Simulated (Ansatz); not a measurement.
# Geometry relaxation of CH₅AlFNO (part 1 of 2)

CH₅AlFNO, SMILES NC(F)[O][AlH2], computed with RKS PBE-D4/def2-SVP (Ansatz 0.2.0).

The geometry: force-field start. Figures and captions count atoms from 1; the log counts them from 0 in places.

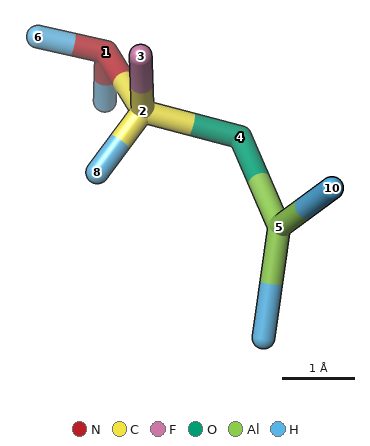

Fig. 1: The starting structure (stick view, seen at a tilt; atoms are numbered from 1 in the order of the input). Sticks mark near contacts. Bond lengths as drawn: Al–H 1.57 to 1.59 Å, Al–O 1.87 Å, C–F 1.37 Å, C–H 1.08 Å, C–N 1.48 Å, C–O 1.44 Å and H–N 1.00 to 1.08 Å.

**Input**
```yaml
crystal:
  periodic: [false, false, false]
  atoms:
    - {symbol: N, position_ang: [0.002500, -1.167400, 1.632900]}
    - {symbol: C, position_ang: [0.060200, -0.566100, 0.278800]}
    - {symbol: F, position_ang: [1.077100, -1.190300, -0.393300]}
    - {symbol: O, position_ang: [0.395600, 0.827400, 0.377900]}
    - {symbol: Al, position_ang: [0.203000, 1.630400, -1.299100]}
    - {symbol: H, position_ang: [-0.250800, -2.128100, 1.526600]}
    - {symbol: H, position_ang: [-0.852900, -0.689400, 2.087000]}
    - {symbol: H, position_ang: [-0.850900, -0.742400, -0.273500]}
    - {symbol: H, position_ang: [-1.196000, 2.230800, -1.744100]}
    - {symbol: H, position_ang: [1.495300, 1.743900, -2.190300]}
basis:
  gaussian: {orbitals: def2-SVP}
hamiltonian: {xc: pbe, dispersion: d4}
relax: {f_tol: 0.03, max_steps: 200}
```

Run on 4 threads of Arm Neoverse V1, 23 GiB of memory available, shared host.

Run as:
```bash
ansatz run in.yaml --threads 4 --pin off --events-out ev --progress --plain --max-ram 10444MiB
```

**What the program printed**
```
Functional definition: PBE
  name "PBE"
  cite "Perdew, Burke & Ernzerhof, Phys. Rev. Lett. 77, 3865 (1996) doi:10.1103/PhysRevLett.77.3865"
  parent pbe
  parameter kappa = 0.804
  parameter beta = 0.06672455060314922
  exchange = pbe_x(kappa = kappa, mu = beta*pi^2/3)
  correlation = pbe_c(beta = beta)
1104 factors; their error is unknown
mean field evaluation 1: about -13940.8030 eV, gradient 6.8e1 eV
mean field evaluation 2: about -13850.8333 eV, gradient 1.8e2 eV
mean field evaluation 4: about -13949.7474 eV, gradient 1.5e1 eV
mean field evaluation 8: about -13950.1273 eV, gradient 5.6e-2 eV
mean field evaluation 16: about -13950.0621 eV, gradient 1.1e-4 eV
mean field -13950.06207040 eV, -512.6553253953 hartree, gradient 1.6e-5 eV, S^2 0.000000; 0 other end points of the search recorded, 0 dependent functions left out
the calculation of the forces begins
reference -13950.06211298 eV, -512.6553269601 hartree; 24, 24 occupied and 75, 75 virtual orbitals, 1104 factors
relax step   1: F+E_penalty+E_count = -13950.22791012 eV  Δ(F+E_penalty+E_count) = +0.000e0 eV  max|allowed force component| = 3.022e0 eV/Å  Δτ_max = 0.0000 Å  (29 SCF iters, accepted)
these checks for a lower state are left out or cut short: starts, cluster_reference, orbital_swaps, neighbouring_geometries, increment
1104 factors; their error is unknown
mean field -13950.36839064 eV, -512.6665824567 hartree, gradient 1.0e-5 eV, S^2 0.000000; 0 other end points of the search recorded, 0 dependent functions left out
[... from here on the field's lines of each further geometry are left out, up to the last ...]
relax step   2: F+E_penalty+E_count = -13950.53523147 eV  Δ(F+E_penalty+E_count) = -3.073e-1 eV  max|allowed force component| = 1.598e0 eV/Å  Δτ_max = 0.0947 Å  (29 SCF iters, accepted)
relax step   3: F+E_penalty+E_count = -13950.68035902 eV  Δ(F+E_penalty+E_count) = -1.451e-1 eV  max|allowed force component| = 4.934e-1 eV/Å  Δτ_max = 0.1949 Å  (30 SCF iters, accepted)
relax step   4: F+E_penalty+E_count = -13950.73496393 eV  Δ(F+E_penalty+E_count) = -5.460e-2 eV  max|allowed force component| = 3.667e-1 eV/Å  Δτ_max = 0.1999 Å  (29 SCF iters, accepted)
relax step   5: F+E_penalty+E_count = -13950.76310351 eV  Δ(F+E_penalty+E_count) = -2.814e-2 eV  max|allowed force component| = 3.796e-1 eV/Å  Δτ_max = 0.1951 Å  (29 SCF iters, accepted)
relax step   6: F+E_penalty+E_count = -13950.81738129 eV  Δ(F+E_penalty+E_count) = -5.428e-2 eV  max|allowed force component| = 2.275e-1 eV/Å  Δτ_max = 0.1989 Å  (29 SCF iters, accepted)
relax step   7: F+E_penalty+E_count = -13950.86517474 eV  Δ(F+E_penalty+E_count) = -4.779e-2 eV  max|allowed force component| = 2.703e-1 eV/Å  Δτ_max = 0.1965 Å  (28 SCF iters, accepted)
relax step   8: F+E_penalty+E_count = -13950.93006054 eV  Δ(F+E_penalty+E_count) = -6.489e-2 eV  max|allowed force component| = 4.623e-1 eV/Å  Δτ_max = 0.1964 Å  (29 SCF iters, accepted)
relax step   9: F+E_penalty+E_count = -13951.04750887 eV  Δ(F+E_penalty+E_count) = -1.174e-1 eV  max|allowed force component| = 7.079e-1 eV/Å  Δτ_max = 0.1951 Å  (36 SCF iters, accepted)
relax step  10: F+E_penalty+E_count = -13951.20808096 eV  Δ(F+E_penalty+E_count) = -1.606e-1 eV  max|allowed force component| = 1.387e0 eV/Å  Δτ_max = 0.1932 Å  (36 SCF iters, accepted)
relax step  11: F+E_penalty+E_count = -13951.36470549 eV  Δ(F+E_penalty+E_count) = -1.566e-1 eV  max|allowed force component| = 2.608e0 eV/Å  Δτ_max = 0.1950 Å  (37 SCF iters, accepted)
relax step  12: F+E_penalty+E_count = -13951.67020053 eV  Δ(F+E_penalty+E_count) = -3.055e-1 eV  max|allowed force component| = 2.063e0 eV/Å  Δτ_max = 0.1350 Å  (37 SCF iters, accepted)
relax step  13: F+E_penalty+E_count = -13952.10347544 eV  Δ(F+E_penalty+E_count) = -4.333e-1 eV  max|allowed force component| = 1.581e0 eV/Å  Δτ_max = 0.1959 Å  (35 SCF iters, accepted)
relax step  14: F+E_penalty+E_count = -13952.27187650 eV  Δ(F+E_penalty+E_count) = -1.684e-1 eV  max|allowed force component| = 2.838e0 eV/Å  Δτ_max = 0.1963 Å  (36 SCF iters, accepted)
relax step  15: F+E_penalty+E_count = -13952.53933796 eV  Δ(F+E_penalty+E_count) = -2.675e-1 eV  max|allowed force component| = 7.952e-1 eV/Å  Δτ_max = 0.2000 Å  (35 SCF iters, accepted)
relax step  16: F+E_penalty+E_count = -13952.62229953 eV  Δ(F+E_penalty+E_count) = -8.296e-2 eV  max|allowed force component| = 6.266e-1 eV/Å  Δτ_max = 0.0869 Å  (29 SCF iters, accepted)
relax step  17: F+E_penalty+E_count = -13952.68297167 eV  Δ(F+E_penalty+E_count) = -6.067e-2 eV  max|allowed force component| = 4.320e-1 eV/Å  Δτ_max = 0.1998 Å  (29 SCF iters, accepted)
relax step  18: F+E_penalty+E_count = -13952.71422368 eV  Δ(F+E_penalty+E_count) = -3.125e-2 eV  max|allowed force component| = 8.134e-1 eV/Å  Δτ_max = 0.1531 Å  (27 SCF iters, accepted)
relax step  19: F+E_penalty+E_count = -13952.74406780 eV  Δ(F+E_penalty+E_count) = -2.984e-2 eV  max|allowed force component| = 1.063e0 eV/Å  Δτ_max = 0.1752 Å  (27 SCF iters, accepted)
relax step  20: F+E_penalty+E_count = -13952.82062256 eV  Δ(F+E_penalty+E_count) = -7.655e-2 eV  max|allowed force component| = 4.497e-1 eV/Å  Δτ_max = 0.1998 Å  (29 SCF iters, accepted)
relax step  21: F+E_penalty+E_count = -13952.86261717 eV  Δ(F+E_penalty+E_count) = -4.199e-2 eV  max|allowed force component| = 6.061e-1 eV/Å  Δτ_max = 0.1972 Å  (28 SCF iters, accepted)
relax step  22: F+E_penalty+E_count = -13952.90840608 eV  Δ(F+E_penalty+E_count) = -4.579e-2 eV  max|allowed force component| = 2.386e-1 eV/Å  Δτ_max = 0.2000 Å  (36 SCF iters, accepted)
relax step  23: F+E_penalty+E_count = -13952.92200228 eV  Δ(F+E_penalty+E_count) = -1.360e-2 eV  max|allowed force component| = 5.515e-1 eV/Å  Δτ_max = 0.1921 Å  (29 SCF iters, accepted)
relax step  24: F+E_penalty+E_count = -13952.94490398 eV  Δ(F+E_penalty+E_count) = -2.290e-2 eV  max|allowed force component| = 2.908e-1 eV/Å  Δτ_max = 0.0712 Å  (29 SCF iters, accepted)
relax step  25: F+E_penalty+E_count = -13952.94600693 eV  Δ(F+E_penalty+E_count) = -1.103e-3 eV  max|allowed force component| = 8.269e-2 eV/Å  Δτ_max = 0.0248 Å  (30 SCF iters, accepted)
relax step  26: F+E_penalty+E_count = -13952.94604328 eV  Δ(F+E_penalty+E_count) = -3.635e-5 eV  max|allowed force component| = 5.860e-2 eV/Å  Δτ_max = 0.0101 Å  (32 SCF iters, accepted)
the calculation of the forces begins
reference -13952.78261478 eV, -512.7553035575 hartree; 24, 24 occupied and 75, 75 virtual orbitals, 1104 factors
relax step  27: F+E_penalty+E_count = -13952.94628747 eV  Δ(F+E_penalty+E_count) = -2.442e-4 eV  max|allowed force component| = 2.899e-2 eV/Å  Δτ_max = 0.0102 Å  (32 SCF iters, accepted)
1104 factors; their error is unknown
mean field evaluation 224: about -13952.7826 eV, gradient 2.2e-4 eV
```

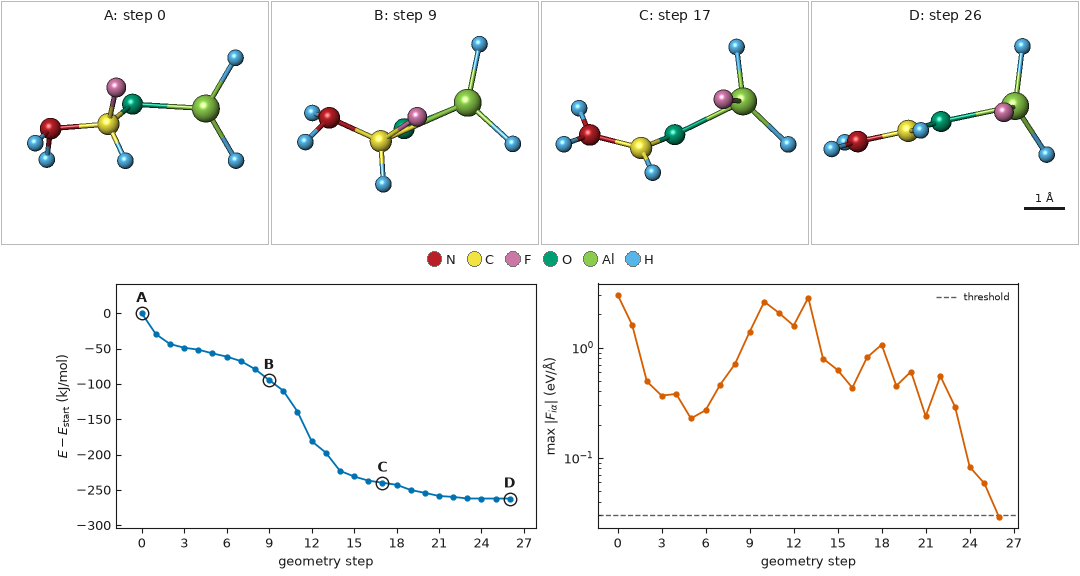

Fig. 2: Frames of the relaxation (ball-and-stick view, seen at a tilt) above the curves, on which the letters mark them (the first geometry is step 0 here and step 1 in the log).

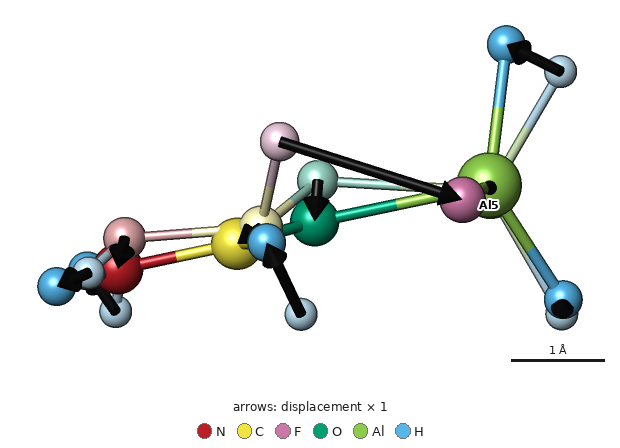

Fig. 3: Start (faint) and end (solid) with the displacements as black arrows, at true length (ball-and-stick view, seen at a tilt). The two geometries are laid on each other by the best rigid fit. Over 26 geometry steps the energy falls by 262.3 kJ/mol. Largest force component: 3 eV/Å at the start, 0.029 eV/Å at the end. The largest move after the best rigid fit is that of F3, 2.07 Å. By element the largest moves are F 2.07 Å, H 1.04 Å, Al 0.48 Å, O 0.47 Å, N 0.40 Å, C 0.34 Å. Among the contacts that change: C2–F3 1.369 → 2.781 Å, F3–Al5 3.089 → 1.725 Å, C2–O4 1.437 → 1.252 Å, N1–C2 1.483 → 1.336 Å. New bonds form: F3–Al5 (3.09 → 1.73 Å). Bonds break: C2–F3 (1.37 → 2.78 Å). Among the angles that change: O4–Al5–H9 120.3° → 102.7°, C2–N1–H7 103.6° → 119.9°, O4–Al5–H10 117.0° → 102.7°. (Atoms are counted from 1 in the order of the input.)

```
mean field -13952.78257187 eV, -512.7553019805 hartree, gradient 2.1e-5 eV, S^2 0.000000; 1 other end points of the search recorded, 0 dependent functions left out
the calculation of the forces begins
reference -13952.78261478 eV, -512.7553035575 hartree; 24, 24 occupied and 75, 75 virtual orbitals, 1104 factors
Total energy: -13952.94633038 eV, -512.7613199947 hartree
Atom 0 at    -0.314438    -0.996520     1.844851 Å, force     0.001905    -0.004633    -0.020431 eV/Å
Atom 1 at    -0.131483    -0.573667     0.590409 Å, force     0.002426     0.028989     0.017201 eV/Å
Atom 2 at     0.156827    -0.446742    -2.172770 Å, force    -0.000304    -0.000167     0.001426 eV/Å
Atom 3 at     0.069800     0.630288     0.311362 Å, force    -0.001903    -0.016077    -0.006465 eV/Å
Atom 4 at     0.330205     1.162214    -1.575008 Å, force    -0.001136    -0.004927     0.004861 eV/Å
Atom 5 at    -0.476222    -1.983227     2.045138 Å, force    -0.000017     0.004123     0.003804 eV/Å
Atom 6 at    -0.292006    -0.325796     2.617722 Å, force    -0.000627    -0.003314    -0.001308 eV/Å
Atom 7 at    -0.162982    -1.335952    -0.221723 Å, force    -0.000184    -0.004055    -0.001893 eV/Å
Atom 8 at    -0.935003     2.108682    -1.853834 Å, force     0.000702    -0.000062     0.001567 eV/Å
Atom 9 at     1.838401     1.709519    -1.583247 Å, force    -0.000861     0.000123     0.001237 eV/Å
Dipole moment:    -0.260697    -0.852188     1.414757 e Å
```

**Trajectory as extended XYZ (Å, eV, eV/Å), 21 of the 27 frames kept, from step=1 to step=27**
```
10
Properties=species:S:1:pos:R:3:forces:R:3 step=1 energy=-13950.22791
N     0.0025   -1.1674    1.6329   -1.0990   3.0223  -0.2670
C     0.0602   -0.5661    0.2788    1.6772   1.4552   2.5535
F     1.0771   -1.1903   -0.3933    0.2828  -0.5517  -0.5199
O     0.3956    0.8274    0.3779   -1.1880  -1.0223  -1.7233
Al    0.2030    1.6304   -1.2991    0.4037  -0.6035   1.6309
H    -0.2508   -2.1281    1.5266   -0.3628  -1.3683  -0.1557
H    -0.8529   -0.6894    2.0870    1.4562  -0.8443  -0.4885
H    -0.8509   -0.7424   -0.2735   -1.1886  -0.1002  -0.9883
H    -1.1960    2.2308   -1.7441   -0.1764  -0.0474   0.0734
H     1.4953    1.7439   -2.1903    0.1949   0.0601  -0.1150
10
Properties=species:S:1:pos:R:3:forces:R:3 step=2 energy=-13950.53523
N     0.0094   -1.1221    1.6180   -0.4679   0.8139  -0.4858
C     0.0422   -0.5746    0.2638    0.2846   1.1047   1.5984
F     1.0462   -1.2163   -0.4314    0.2392  -0.3004  -0.2744
O     0.3207    0.8032    0.3378   -0.4027  -0.5984  -1.2714
Al    0.2399    1.6333   -1.2829    0.0804  -0.4554   1.0241
H    -0.2502   -2.1091    1.5449   -0.0347  -0.2891   0.0410
H    -0.7863   -0.6557    2.1119    0.6081  -0.2570  -0.2360
H    -0.8941   -0.7639   -0.3039   -0.3579  -0.1012  -0.4000
H    -1.2070    2.1581   -1.7075    0.0256   0.0023  -0.0232
H     1.5621    1.7959   -2.1479    0.0253   0.0805   0.0272
10
Properties=species:S:1:pos:R:3:forces:R:3 step=4 energy=-13950.73496
N     0.0746   -1.1081    1.5719   -0.1345  -0.1426   0.0291
C    -0.0757   -0.6007    0.2451    0.0725  -0.2627   0.1649
F     0.8730   -1.2732   -0.5630   -0.1107   0.0171  -0.0819
O     0.1921    0.7364    0.2327   -0.0975   0.0845   0.0287
Al    0.2721    1.6549   -1.2479    0.0414  -0.0375  -0.3667
H    -0.2264   -2.0915    1.6177    0.0324   0.1031  -0.0239
H    -0.5138   -0.5734    2.2221    0.0706   0.0518  -0.0456
H    -1.0608   -0.8376   -0.2645    0.1278   0.0564   0.0954
H    -1.1373    2.0172   -1.9173    0.0655   0.0412   0.0413
H     1.6853    2.0249   -1.8939   -0.0675   0.0888   0.1587
10
Properties=species:S:1:pos:R:3:forces:R:3 step=5 energy=-13950.76310
N     0.1014   -1.1173    1.5676   -0.2339   0.2879   0.1832
C    -0.1164   -0.6270    0.2417    0.1966  -0.1190   0.1438
F     0.7989   -1.3057   -0.6134   -0.1721   0.0352  -0.0091
O     0.1492    0.7117    0.1861   -0.1173  -0.0585  -0.1243
Al    0.2858    1.6060   -1.3189    0.0844   0.2698   0.1234
H    -0.2225   -2.0869    1.6567   -0.0302  -0.0016  -0.0148
H    -0.4125   -0.5405    2.2599    0.2650  -0.1961  -0.3796
H    -1.1198   -0.8773   -0.2147    0.0771   0.0368   0.0584
H    -1.1111    2.0228   -1.9986    0.1658  -0.1247  -0.0460
H     1.7301    2.1630   -1.7635   -0.2354  -0.1299   0.0649
```
